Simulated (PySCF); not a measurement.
**GeBr₂: singlet, from a linear start**

The task is one start of a wider search on GeBr₂: the singlet, from a linear start. It is relaxed, tested by its Hessian and followed downhill if it is a saddle.

Method: PBE0, basis Ge def2-TZVP, Br def2-TZVP, no relativity, density fitting; program: PySCF 2.14.0.

## (1) Starting geometry

3 atoms, charge 0, spin multiplicity 1.

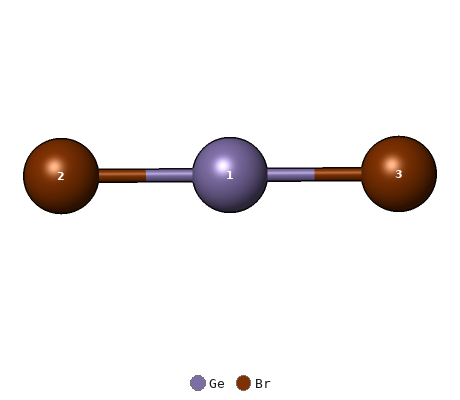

The starting geometry (germanium purple, bromine brown); atoms are numbered from 1 in the order of the file.

```xyz
3
charge 0 multiplicity 1
Ge    0.0000    0.0000    0.0000
Br    0.0000    0.0000    2.3500
Br    0.0000    0.0000   -2.3500
```

## (2) The SCF at the typed geometry

The steps below are one call of a driver around PySCF. For each, scf.py gives the equivalent set-up of the SCF; relaxations use the driver's own optimiser. After this first run the driver tries any further starts and a stability analysis.

scf.py

```python
from pyscf import gto, scf, dft
mol = gto.M(atom='''
Ge     0.000000     0.000000     0.000000
Br     0.000000     0.000000     2.350000
Br     0.000000     0.000000    -2.350000''',
    basis={'Ge': 'def2-TZVP', 'Br': 'def2-TZVP'},
    charge=0, spin=0)
mf = dft.RKS(mol, xc='PBE0')
mf.grids.atom_grid = (50, 194)
aux = {'Ge': 'def2-universal-JKFIT', 'Br': 'def2-universal-JKFIT'}
mf = mf.density_fit(auxbasis=aux)
mf.conv_tol = 1e-08
mf.diis_space = 10
mf.max_cycle = 60
mf.init_guess = 'minao'
mf.verbose = 4
mf.kernel()
```

On the command line:

```bash
> OMP_NUM_THREADS=4 python axn.py task.json out
```

The program printed:

```text
init E= -7221.90324966989
  HOMO = -0.218292595245743  LUMO = -0.108316794334825  gap/eV = 2.99259
cycle= 1 E= -7224.39753517247  delta_E= -2.49  |g|= 0.763  |ddm|= 2.36
  HOMO = -0.238428480012967  LUMO = -0.179380624477037  gap/eV = 1.60677
cycle= 2 E= -7224.13814547908  delta_E= 0.259  |g|= 1.26  |ddm|= 1.82
  HOMO = -0.236751564453492  LUMO = -0.113265299093227  gap/eV = 3.36023
cycle= 3 E= -7224.47497958139  delta_E= -0.337  |g|= 0.242  |ddm|= 1.26
  HOMO = -0.237002110231542  LUMO = -0.127513978450868  gap/eV = 2.97932
cycle= 4 E= -7224.48671412073  delta_E= -0.0117  |g|= 0.0357  |ddm|= 0.238
  HOMO = -0.239578994379012  LUMO = -0.126340815971768  gap/eV = 3.08137
cycle= 5 E= -7224.48705792514  delta_E= -0.000344  |g|= 0.00542  |ddm|= 0.0429
  HOMO = -0.239207394149104  LUMO = -0.126151451842843  gap/eV = 3.07641
cycle= 6 E= -7224.48706206488  delta_E= -4.14e-06  |g|= 0.00134  |ddm|= 0.00441
  HOMO = -0.239045130169435  LUMO = -0.12588334164791  gap/eV = 3.07929
cycle= 7 E= -7224.48706276742  delta_E= -7.03e-07  |g|= 0.00017  |ddm|= 0.00215
  HOMO = -0.239076139749026  LUMO = -0.12590954718692  gap/eV = 3.07942
cycle= 8 E= -7224.48706277407  delta_E= -6.64e-09  |g|= 6.08e-05  |ddm|= 0.000364
  HOMO = -0.239066034082384  LUMO = -0.125911808018607  gap/eV = 3.07908
Extra cycle  E= -7224.4870627731  delta_E= 9.68e-10  |g|= 8.99e-05  |ddm|= 0.000178
converged SCF energy = -7224.4870627731
```

This step, with its further starts and checks, ran for 21 s (4 threads of Arm Neoverse V1, shared host).

The starts that the driver tried:

```
                      start   energy (Eh)
    the minimal-basis guess  -7224.487063
a thermally smeared density  -7224.487063
      a smeared PBE density  -7224.487063
```

No lower closed-shell solution turned up from the other starts or in the test of internal stability.

## (3) Relaxing the singlet from the linear start

The program finds D∞h symmetry in the start, which this walk keeps. Threshold on the gradient: 0.0003 Eh/bohr, with a further test on the energy change.

scf.py: that of step 2 with these lines changed.

```diff
@@ -15 +14,0 @@
-mf.init_guess = 'minao'
```

Steps of the walk:

```
step   energy (Eh)  change (kJ/mol)  largest symmetric gradient (Eh/bohr)
   0  -7224.487063             0.00                               0.03095
   1  -7224.493382           -16.59                               0.00791
   2  -7224.493908           -17.97                               0.00141
   3  -7224.493927           -18.02                               0.00007
```

The walk took 14 s.

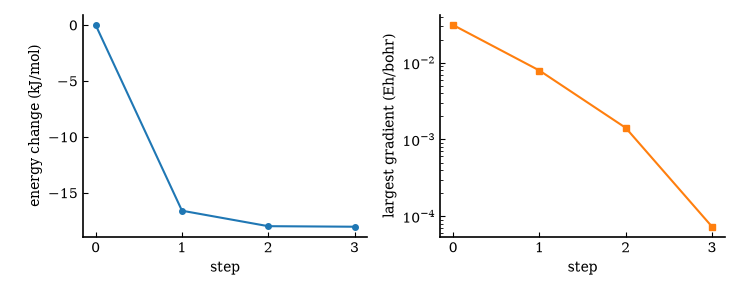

Energy and largest gradient along the walk.

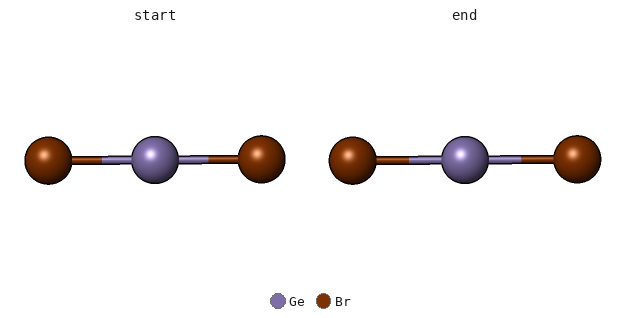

The geometry along the walk, at one scale.

After 3 steps and 18.0 kJ/mol it ends at D∞h: Ge–Br 2.475 Å (×2); Br–Ge–Br 180.0°.

## (4) Vibrations and properties at this point

On the finer grid the gradient is checked again; gradients at displacements of ±0.02 bohr then give force constants and infrared intensities.

scf.py: that of step 3 with these lines changed.

```diff
@@ -3,3 +3,3 @@
-Ge     0.000000     0.000000     0.000000
-Br     0.000000     0.000000     2.350000
-Br     0.000000     0.000000    -2.350000''',
+Ge    -0.000000     0.000000     0.000000
+Br    -0.000000    -0.000000     2.475448
+Br     0.000000     0.000000    -2.475448''',
@@ -9 +9 @@
-mf.grids.atom_grid = (50, 194)
+mf.grids.atom_grid = (75, 302)
@@ -12 +12 @@
-mf.conv_tol = 1e-08
+mf.conv_tol = 1e-10
```

This SCF starts from the last density.

SCF at the final geometry:

```text
init E= -7224.49376377191
  HOMO = -0.25745704802443  LUMO = -0.139755896178936  gap/eV = 3.20281
cycle= 1 E= -7224.49376377192  delta_E= -1.09e-11  |g|= 2.95e-06  |ddm|= 4.71e-06
  HOMO = -0.257457176707689  LUMO = -0.13975535936648  gap/eV = 3.20283
Extra cycle  E= -7224.49376377191  delta_E= 1.27e-11  |g|= 5.55e-06  |ddm|= 8.69e-06
converged SCF energy = -7224.49376377191
```

The whole step took 29 s.

Geometry: D∞h; Ge–Br 2.475 Å (×2); Br–Ge–Br 180.0°.

Harmonic modes (main isotopes):

```csv
symmetry,ω (cm⁻¹),IR (km/mol),μ (u)
πu,128i,5.5,75.44
σg+,187,0.0,78.92
σu+,238,274,75.44
```

With 2 modes imaginary (up to 128i cm⁻¹) this point is a saddle.

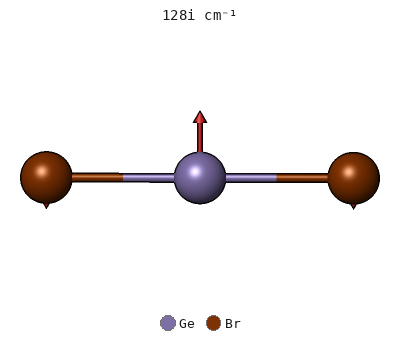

The imaginary mode, as arrows.

Properties at this point:

| Property | Result |
| --- | --- |
| Dipole moment | 0.00 D |
| Highest occupied level | -7.01 eV |
| Lowest empty level | -3.80 eV |
| Rotational constants | 0.01743 cm⁻¹ |
| Zero-point energy (real modes) | 2.5 kJ/mol |
| Principal polarisabilities | 48.0, 48.0, 156.4 bohr³ |
| Atomisation energy without zero-point energy | 564 kJ/mol |
| Principal traceless quadrupole moments about the centre of mass | -14.61, 7.30, 7.30 D Å |

Charges (e) and bond orders:

| atom | Mulliken | Löwdin | polar tensor | Mayer order to Ge1 |
| --- | --- | --- | --- | --- |
| Ge1 | 0.70 | 0.20 | 1.51 | – |
| Br2,3 | -0.35 | -0.10 | -0.75 | 1.06 |

Mulliken populations on Ge1: s 7.96, p 13.09, d 10.23, f 0.02.

## (5) Following the imaginary mode

The atoms are moved a little along the softest imaginary mode and relaxed again.

The program finds C2v symmetry in the start, which this walk keeps. Threshold on the gradient: 0.0003 Eh/bohr, with a further test on the energy change.

scf.py: that of step 4 with these lines changed.

```diff
@@ -3,3 +3,3 @@
-Ge    -0.000000     0.000000     0.000000
-Br    -0.000000    -0.000000     2.475448
-Br     0.000000     0.000000    -2.475448''',
+Ge     0.191128    -0.161152    -0.000000
+Br    -0.089513     0.075474     2.475448
+Br    -0.089513     0.075474    -2.475448''',
@@ -9 +9 @@
-mf.grids.atom_grid = (75, 302)
+mf.grids.atom_grid = (50, 194)
@@ -12 +12 @@
-mf.conv_tol = 1e-10
+mf.conv_tol = 1e-08
```

The optimiser's trace:

```
step   energy (Eh)  change (kJ/mol)  largest symmetric gradient (Eh/bohr)
   0  -7224.500039             0.00                               0.01054
   1  -7224.511930           -31.22                               0.01638
   2  -7224.523766           -62.30                               0.02414
   3  -7224.538915          -102.07                               0.02311
   4  -7224.549335          -129.43                               0.00443
   5  -7224.550032          -131.26                               0.00463
   6  -7224.550263          -131.86                               0.00156
   7  -7224.550278          -131.90                               0.00034
   8  -7224.550280          -131.91                               0.00002
```

The walk took 32 s.

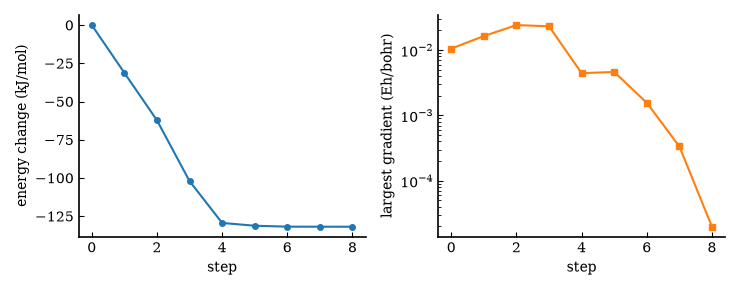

Energy and largest gradient along the walk.

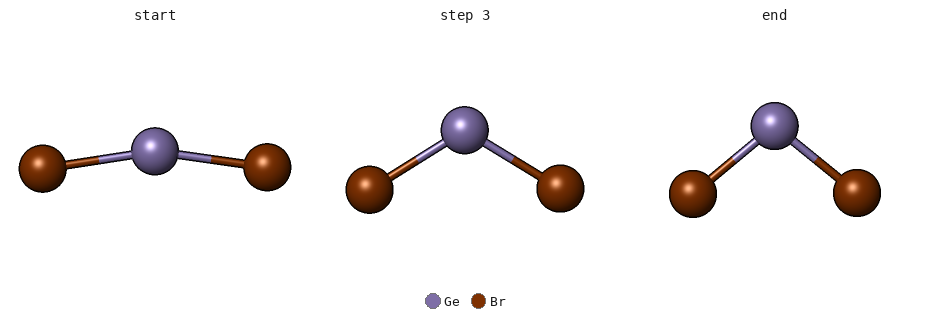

The geometry along the walk, at one scale.

After 8 steps and 131.9 kJ/mol it ends at C2v: Ge–Br 2.341 Å (×2); Br–Ge–Br 101.1°.

## (6) Hessian and properties

As before: finer grid, then central differences.

scf.py: that of step 5 with these lines changed.

```diff
@@ -3,3 +3,3 @@
-Ge     0.191128    -0.161152    -0.000000
-Br    -0.089513     0.075474     2.475448
-Br    -0.089513     0.075474    -2.475448''',
+Ge     0.773791    -0.652432     0.000000
+Br    -0.362376     0.305542     1.809957
+Br    -0.362376     0.305542    -1.809957''',
@@ -9 +9 @@
-mf.grids.atom_grid = (50, 194)
+mf.grids.atom_grid = (75, 302)
@@ -12 +12 @@
-mf.conv_tol = 1e-08
+mf.conv_tol = 1e-10
```

Log of the central SCF (cycles and frontier levels):

```text
init E= -7224.55004665329
  HOMO = -0.286287107563374  LUMO = -0.118214393085584  gap/eV = 4.57349
cycle= 1 E= -7224.5500466533  delta_E= -1.27e-11  |g|= 2.88e-06  |ddm|= 3.97e-06
  HOMO = -0.286287305287436  LUMO = -0.118214885701575  gap/eV = 4.57348
Extra cycle  E= -7224.55004665328  delta_E= 2.73e-11  |g|= 4.52e-06  |ddm|= 6.07e-06
converged SCF energy = -7224.55004665328
```

The whole step ran for 46 s (4 threads of Arm Neoverse V1, shared host).

Geometry: C2v; Ge–Br 2.342 Å (×2); Br–Ge–Br 101.2°.

Harmonic modes (main isotopes):

| symmetry | ω (cm⁻¹) | IR (km/mol) |
| --- | --- | --- |
| a1 | 101 | 0.4 |
| b2 | 283 | 80.6 |
| a1 | 291 | 25.4 |

All wavenumbers are real: a minimum.

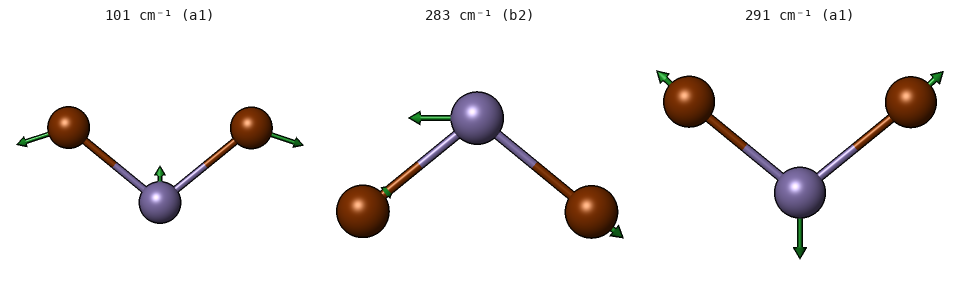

How the atoms move in 3 of the modes.

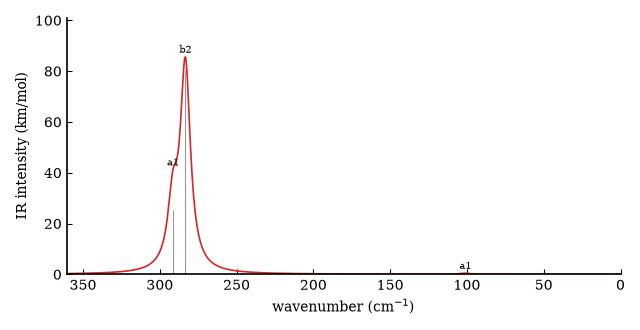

The harmonic infrared spectrum (widths in cm⁻¹). Lines are broadened to a width of 8 cm⁻¹ (Lorentzian).

Constants and moments:

| Quantity | Value |
| --- | --- |
| Dipole moment | 1.80 D |
| Highest occupied level | -7.79 eV |
| Lowest empty level | -3.22 eV |
| Rotational constants | 0.1516, 0.0326, 0.02683 cm⁻¹ |
| Zero-point energy | 4.0 kJ/mol |
| Principal polarisabilities | 47.2, 69.4, 97.3 bohr³ |
| Atomisation energy without zero-point energy | 712 kJ/mol |
| Principal traceless quadrupole moments about the centre of mass | -4.93, 2.05, 2.89 D Å |
| Entropy at 298.15 K and 1 bar | 318.7 J/(mol K) |
| Heat capacity Cp at 298.15 K | 55.6 J/(mol K) |
| Enthalpy at 298.15 K above 0 K | 14.13 kJ/mol |
| Rotational symmetry number | 2 |

Populations by atom (charges in e):

```tsv
atom	Mulliken	Löwdin	polar tensor	Mayer order to Ge1
Ge1	0.57	-0.04	1.07	–
Br2,3	-0.28	0.02	-0.53	1.11
```

Mulliken populations on Ge1: s 7.86, p 13.37, d 10.17, f 0.03.

## (7) Stability of the closed shell

At the lowest minimum the closed shell is tested against spin polarisation, on the (50, 194) grid. It is stable.

## (8) All stationary points

| spin | group | bonds | imaginary modes (cm⁻¹) | ΔE (kJ/mol) | with zero-point energy |
| --- | --- | --- | --- | --- | --- |
| singlet | C2v | Ge–Br 2.342 Å (×2) | none | 0.0 | 0.0 |
| singlet | D∞h | Ge–Br 2.475 Å (×2) | 128i, 128i | 147.8 | – |

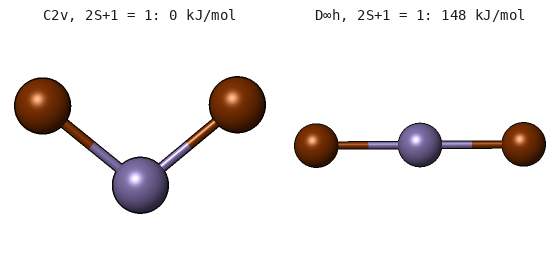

The points, lowest first (germanium purple, bromine brown).

## (9) Outcome

```
                                 quantity                                value
                                  minimum                         singlet, C2v
                                 geometry  Ge–Br 2.342 Å (×2); Br–Ge–Br 101.2°
                       wavenumbers (cm⁻¹)         101 (a1), 283 (b2), 291 (a1)
                            dipole moment                               1.80 D
     highest occupied, lowest empty level                      -7.79, -3.22 eV
               polar-tensor charge of Ge1                              +1.07 e
                        zero-point energy                           4.0 kJ/mol
                      entropy at 298.15 K                      318.7 J/(mol K)
atomisation energy (no zero-point energy)                           712 kJ/mol
```

What this shows: From D∞h at the start the molecule goes to a C2v minimum, after a stop at a second-order saddle point 147.8 kJ/mol higher, from which it was pushed off along an imaginary mode. In the infrared the band at 283 cm⁻¹ (b2) leads. Other starts or spin states, not run here, may lie lower.

The search up to here took 2.5 min.
